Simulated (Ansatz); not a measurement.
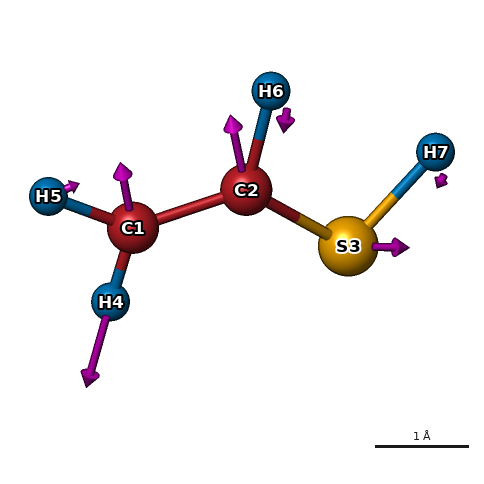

Arrows show the forces on the atoms, 0.1 Å of arrow for 1 eV/Å; forces under a tenth of the largest aren't drawn. Level of theory: r2SCAN-D4/def2-TZVPP (Ansatz 0.2.0).

**On which atom is the force largest, and how large is it?**

On H4: 9.01 eV/Å.

**Along which bond is the force strongest?**

C1–H4, now 0.927 Å: the forces push its atoms apart, so a first step downhill lengthens it.

List the force components in the frame of the picture (x right, y up, z towards the viewer), in eV/Å.

```csv
atom,Fx,Fy,Fz
C1,−1.00,5.13,3.85
C2,−1.30,6.08,3.95
S3,4.00,−0.11,−1.80
H4,−2.18,−7.72,−4.09
H5,1.66,0.71,−0.04
H6,−0.39,−2.65,−1.26
H7,−0.78,−1.44,−0.61
```
